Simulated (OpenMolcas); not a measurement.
# Single-point calculation, with input and output: AlHCl2

- system: AlHCl2
- method: M06-2X/STO-3G, RKS (OpenMolcas 26.06)

A bond length was changed on purpose from its optimised value.

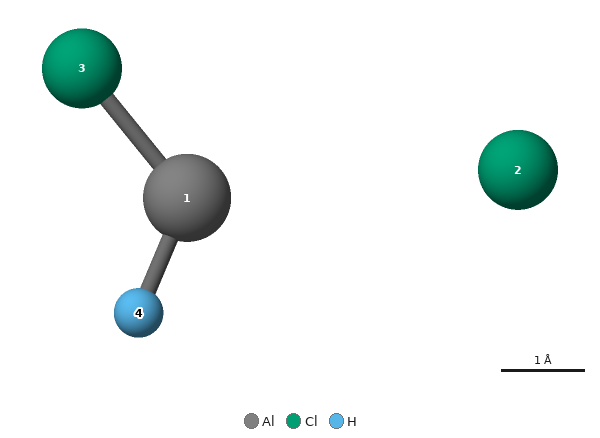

Figure 1. The structure (ball-and-stick view, seen on its broad side; atoms are numbered from 1 in the order of the input). Sticks mark near contacts. Bond lengths as drawn: Al–Cl 2.02 Å and Al–H 1.52 Å.

Input file
```
&GATEWAY
 BasLib = $CurrDir
 Coord
 4
 angstrom
 Al      -2.067301       0.021278      -0.015120
 Cl       1.971850      -0.182600       0.014280
 Cl      -3.115231       1.751828      -0.030530
 H       -2.847961      -1.284692      -0.012720
 Basis = STO-3G
 Group = NoSym

&SEWARD
 GridInput
 Grid=UltraFine
 End of Grid

&SCF
 KSDFT = M062X
 Thresholds = 1e-10 1e-07 1e-07 1e-05
 PrOrbitals = 1 1
```

Command:
```bash
export MOLCAS_MEM=1860
pymolcas run.input > run.log
```

The program's output
```
--- Start Module: gateway ---

                                              &GATEWAY

                       available to each process: 1.9 GB of memory, 1 thread

 Basis Set     1 Label: AL.STO-3G
 Basis set is read from library:.
 basistype.tbl is not found

 Basis Set     2 Label: CL.STO-3G
 Basis set is read from library:.
 basistype.tbl is not found

 Basis Set     3 Label: H.STO-3G
 Basis set is read from library:.
 basistype.tbl is not found

++    Symmetry information:
      ---------------------

                    Character Table for C1

                             E
                    a        1  x, y, xy, Rz, z, xz, Ry, yz, Rx, I
--

++    Basis set information:
      ----------------------

      Basis set label: AL.STO-3G.........

      Electronic valence basis set:
      ------------------
      Associated Effective Charge  13.000000 au
      Associated Actual Charge     13.000000 au
      Nuclear Model: Point charge

      Shell  nPrim  nBasis  Cartesian Spherical Contaminant
         s       9       3        X
         p       6       2        X

      Basis set label: CL.STO-3G.........

      Electronic valence basis set:
      ------------------
      Associated Effective Charge  17.000000 au
      Associated Actual Charge     17.000000 au
      Nuclear Model: Point charge

      Shell  nPrim  nBasis  Cartesian Spherical Contaminant
         s       9       3        X
         p       6       2        X

      Basis set label: H.STO-3G.........

      Electronic valence basis set:
      ------------------
      Associated Effective Charge   1.000000 au
      Associated Actual Charge      1.000000 au
      Nuclear Model: Point charge

      Shell  nPrim  nBasis  Cartesian Spherical Contaminant
         s       3       1        X
--

++    Molecular structure info:
      -------------------------

                    ************************************************
                    **** Cartesian Coordinates / bohr, angstrom ****
                    ************************************************

     Center  Label                x              y              z                     x              y              z
        1      AL1             -3.906633       0.040210      -0.028573             -2.067301       0.021278      -0.015120
        2      CL2              3.726256      -0.345064       0.026985              1.971850      -0.182600       0.014280
        3      CL3             -5.886933       3.310475      -0.057693             -3.115231       1.751828      -0.030530
        4      H4              -5.381866      -2.427716      -0.024037             -2.847961      -1.284692      -0.012720

                    ***************************************
                    *    InterNuclear Distances / bohr    *
                    ***************************************

               1 AL1           2 CL2           3 CL3           4 H4
    1 AL1      0.000000
    2 CL2      7.642808        0.000000
    3 CL3      3.823228       10.285113        0.000000
    4 H4       2.875238        9.343337        5.760474        0.000000

                    *******************************************
                    *    InterNuclear Distances / angstrom    *
                    *******************************************

               1 AL1           2 CL2           3 CL3           4 H4
    1 AL1      0.000000
    2 CL2      4.044400        0.000000
    3 CL3      2.023165        5.442648        0.000000
    4 H4       1.521510        4.944281        3.048312        0.000000
--

            Nuclear Potential Energy            124.11147638 au

--- Stop Module: gateway /rc=_RC_ALL_IS_WELL_ ---

--- Start Module: seward ---

                                              &SEWARD

                       available to each process: 1.9 GB of memory, 1 thread

               SEWARD will generate:
                  Multipole Moment integrals up to order  2
                  Kinetic Energy integrals
                  Nuclear Attraction integrals (point charge)
                  One-Electron Hamiltonian integrals
                  Velocity integrals
                  Orbital angular momentum around ( -1.9033   1.0450  -0.0191 )
                  Velocity quadrupole around ( -1.9033   1.0450  -0.0191 )
                  Two-Electron Repulsion integrals

                   Integrals are discarded if absolute value <: 1.00E-14
                   Integral cutoff threshold is set to       <: 1.00E-16

            Nuclear Potential Energy            124.11147638 au

      Basis set specifications :
      Symmetry species         a
      Basis functions           28

--- Stop Module: seward /rc=_RC_ALL_IS_WELL_ ---

--- Start Module: scf ---

                                                &SCF

                       available to each process: 1.9 GB of memory, 1 thread

 ###############################################################################
 ###     Minimized-density-differences option turned off!                    ###
 ###############################################################################
++    Input section:
      --------------

      Header of the integral files:

      Cartesian coordinates in angstrom:
      -----------------------------------------------------
      No.  Label        X            Y            Z
      -----------------------------------------------------
       1   AL1       -2.06730100   0.02127800  -0.01512000
       2   CL2        1.97185000  -0.18260000   0.01428000
       3   CL3       -3.11523100   1.75182800  -0.03053000
       4   H4        -2.84796100  -1.28469200  -0.01272000
      -----------------------------------------------------
      Nuclear repulsion energy =  124.11147638
--

++    Orbital specifications:
      -----------------------

      Symmetry species               1
                                     a
      Frozen orbitals                0
      Occupied orbitals             24
      Secondary orbitals             4
      Deleted orbitals               0
      Total number of orbitals      28
      Number of basis functions     28
--

      Molecular charge                           0.000

      Numerical integration parameters
      --------------------------------
      Radial quadrature type:                         MHL
      Size of radial grid:                            99
      Lebedev angular grid:                           41
      Angular grid pruned with the crowding factor:  1.00E+10
                                 and fading factor:  1.00E+01
      Screening threshold for integral computation:   1.00E-11
      Radial quadrature accuracy:                     1.00E-25
      Maximum batch size:                             128
      AO values are stored on disk
      The same grid will be used for all iterations.

      DFT functional specifications
      -----------------------------
      Using Libxc version: 6.2.2
      Please cite the following reference:
      S. Lehtola, C. Steigemann, M. J.T. Oliveira, and M. A.L. Marques.,  SoftwareX 7, 1–5 (2018) doi:10.1016/j.softx.2017.11.002

      * Minnesota M06-2X hybrid exchange functional
        - Y. Zhao and D. G. Truhlar.,  Theor. Chem. Acc. 120, 215 (2008) doi:10.1007/s00214-007-0310-x
      * Minnesota M06-2X correlation functional
        - Y. Zhao and D. G. Truhlar.,  Theor. Chem. Acc. 120, 215 (2008) doi:10.1007/s00214-007-0310-x

++    Optimization specifications:
      ----------------------------

      SCF Algorithm: Conventional
      D(i)-D(i-1) density differences are used
      Number of density matrices in core                 5
      Maximum number of NDDO SCF iterations            400
      Maximum number of HF SCF iterations              400
      Threshold for SCF energy change             1.00E-10
      Threshold for density matrix                1.00E-07
      Threshold for Fock matrix                   1.00E-07
      Threshold for linear dependence             1.00E-09
      Threshold at which DIIS is turned on        1.50E-01
      Maximum depth in the DIIS procedure                5
      Maximum depth in the BFGS Hessian update          30
      Threshold at which QNR/C2DIIS is turned on  7.50E-02
      Threshold for Norm(delta) (QNR/C2DIIS)      1.00E-05
      All orbitals punched on: SCFORB
--

      Input vectors read from INPORB
      Orbital file label: *Guess orbitals

++ Convergence information
                                   M062X      iterations: Energy and convergence statistics

Iter     Tot. M062X      One-elec.       Two-elec.     Energy      Max Dij or  Max Fij      DNorm      TNorm      AccCon     Time
         Energy          Energy          Energy        Change      Delta Norm                                                in Sec.

 The total and one-electron energies are shifted by a value of      1000. a.u.

   1  -150.242147841  -880.383776031   606.030151814   0.00E+00    2.83E-01*   1.21E-01*    1.11E+01   1.41E+02   None         0.
   2  -146.493941564  -877.853057636   607.247639696   3.75E+00*   2.72E-01*   1.30E-02*    5.99E+00   1.41E+02   EDIIS        0.
   3  -149.802392790  -878.725392240   604.811523074  -3.31E+00*   2.24E-01*   1.32E-02*    4.33E+00   1.41E+02   EDIIS        0.
   4  -150.393603052  -880.289854230   605.784774802  -5.91E-01*   2.07E-01*   1.97E-02*    1.73E+00   1.41E+02   EDIIS        0.
   5  -149.887338755  -878.529023651   604.530208520   5.06E-01*   4.88E-01*   3.69E-03*    3.88E+00   1.41E+02   EDIIS        0.
   6  -150.428604445  -879.493993825   604.953913004  -5.41E-01*   2.49E-01*   2.65E-02*    2.50E+00   1.41E+02   EDIIS        0.
   7  -150.437363146  -879.953593600   605.404754077  -8.76E-03*   1.24E-01*   1.26E-02*    7.82E-01   1.41E+02   EDIIS        0.
   8  -150.452303234  -879.720978013   605.157198403  -1.49E-02*   1.11E-01*   4.76E-03*    3.47E-01   1.41E+02   c2DIIS       0.
   9  -150.453240479  -879.701839279   605.137122424  -9.37E-04*   1.01E-01*   1.28E-03*    2.74E-01   1.41E+02   c2DIIS       0.
  10  -150.453678068  -879.709418201   605.144263757  -4.38E-04*   5.58E-02*   2.73E-02*    2.46E-01   1.41E+02   c2DIIS       0.
  11  -150.454743744  -879.616231435   605.050011315  -1.07E-03*   1.63E-01*   1.87E-02*    4.32E-01   1.41E+02   QNRc2DIIS    0.
  12  -150.447300217  -879.867019604   605.308243011   7.44E-03*   1.21E-01*   3.39E-02*    7.77E-01   1.41E+02   QNRc2DIIS    0.
  13  -150.456628108  -879.706733131   605.138628647  -9.33E-03*   4.52E-02*   2.76E-03*    5.82E-01   1.41E+02   QNRc2DIIS    0.
  14  -150.456537919  -879.672200686   605.104186391   9.02E-05*   3.50E-02*   4.39E-03*    2.23E-01   1.41E+02   QNRc2DIIS    0.
  15  -150.456687884  -879.696401475   605.128237216  -1.50E-04*   7.95E-03*   6.85E-04*    1.74E-01   1.41E+02   QNRc2DIIS    0.
  16  -150.456690627  -879.690233468   605.122066465  -2.74E-06*   2.72E-03*   4.76E-04*    3.92E-02   1.41E+02   QNRc2DIIS    0.
  17  -150.456692021  -879.692971389   605.124802992  -1.39E-06*   8.56E-04*   3.77E-05*    1.34E-02   1.41E+02   QNRc2DIIS    0.
  18  -150.456692068  -879.692716710   605.124548266  -4.72E-08*   3.03E-04*   6.21E-06*    4.30E-03   1.41E+02   QNRc2DIIS    0.
  19  -150.456692071  -879.692722178   605.124553731  -2.74E-09*   1.05E-05*   5.54E-07*    1.52E-03   1.41E+02   QNRc2DIIS    0.
  20  -150.456692071  -879.692708473   605.124540026  -5.68E-12    3.62E-06    7.25E-08     5.28E-05   1.41E+02   QNRc2DIIS    0.

       Convergence after  20 Iterations
--

 *****************************************************************************************************************************
 *                                             SCF/KS-DFT Program, Final results                                             *
 *                                                       Final Results                                                       *
 *****************************************************************************************************************************

::    Total KS-DFT energy                           -1150.4566920711
      One-electron energy                           -1879.6927084726
      Two-electron energy                             605.1245400256
      Nuclear repulsion energy                        124.1114763759
      Kinetic energy (interpolated)                  1129.8293953504
      Virial theorem                                    1.0182570013
      Total spin, S(S+1)                                0.0000000000
      Total spin, S                                     0.0000000000
      Max non-diagonal density matrix element           0.0000071656
      Max non-diagonal Fock matrix element              0.0000002993

      All orbitals with orbital energies smaller than  E(LUMO)+0.5 are printed

++    Molecular orbitals:
      -------------------

      Title: RKS-DFT orbitals

      Molecular orbitals for symmetry species 1: a

          Orbital            1         2         3         4         5         6         7         8         9        10
          Energy         -101.5927 -101.3295  -56.4114   -9.6390   -9.3922   -7.3292   -7.3212   -7.3208   -7.0820   -7.0753
          Occ. No.          2.0000    2.0000    2.0000    2.0000    2.0000    2.0000    2.0000    2.0000    2.0000    2.0000

          Orbital           11        12        13        14        15        16        17        18        19        20
          Energy           -7.0753   -4.3815   -2.7921   -2.7911   -2.7879   -0.8890   -0.6569   -0.4980   -0.4060   -0.3716
          Occ. No.          2.0000    2.0000    2.0000    2.0000    2.0000    2.0000    2.0000    2.0000    2.0000    2.0000

          Orbital           21        22        23        24        25        26        27        28
          Energy           -0.3651   -0.1722   -0.1720   -0.1619   -0.0635    0.0804    0.2619    0.3874
          Occ. No.          2.0000    2.0000    2.0000    2.0000    0.0000    0.0000    0.0000    0.0000

--

++    Molecular charges:
      ------------------

      Mulliken charges per centre and basis function type
      ---------------------------------------------------

                AL1     CL2     CL3     H4
      1s       5.1276  6.0000  5.9931  1.1393
      2px      2.3171  3.5112  3.7693  0.0000
      2pz      2.0935  3.9999  3.9066  0.0000
      2py      2.4564  3.9975  3.6887  0.0000
      Total   11.9946 17.5085 17.3576  1.1393

      N-E      1.0054 -0.5085 -0.3576 -0.1393

      Total electronic charge=   48.000000

      Total            charge=   -0.000000
--

++    Molecular properties:
      ---------------------

      Charge (e):
                      =   -0.0000
      Dipole Moment (debye):
      Origin of the operator (angstrom)=   -1.0072    0.5530   -0.0101
                   X= -7.3151E+00               Y= -1.1770E+00               Z= -4.7943E-02           Total=  7.4093E+00
      Quadrupole Moment (debye*angstrom):
      Origin of the operator (angstrom)=   -1.0072    0.5530   -0.0101
                  XX= -5.7151E+01              XY=  9.4837E+00              XZ= -2.2591E-01              YY= -3.7241E+01
                  YZ=  1.0028E-01              ZZ= -3.0797E+01
      In traceless form (debye*angstrom)
                  XX= -2.3132E+01              XY=  1.4226E+01              XZ= -3.3887E-01              YY=  6.7325E+00
                  YZ=  1.5042E-01              ZZ=  1.6399E+01
--

--- Stop Module: scf /rc=_RC_ALL_IS_WELL_ ---
--- Module scf spent 5 seconds ---

.##################.
.# Happy landing! #.
.##################.

    Timing: Wall=6.35 User=5.04 System=1.31
```

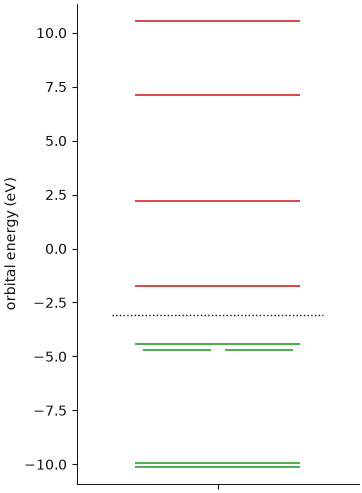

Figure 2. Orbital energies near the frontier; the dotted line parts filled from empty levels, and levels within 0.02 eV of each other stand side by side. Highest filled −4.41 eV, lowest empty −1.73 eV, 2.68 eV apart.

Key numbers

| quantity | value |
| --- | --- |
| outcome | converged |
| total energy | −1150.456692 hartree |
| basis functions | 28 |
| HOMO | −4.41 eV |
| LUMO | −1.73 eV |
| dipole moment | 7.41 debye |
| hardware | 1 thread of Arm Neoverse V1, 24 GiB of memory available, shared host |
| wall time | 6.6 s |
| peak memory | 0.37 GiB |
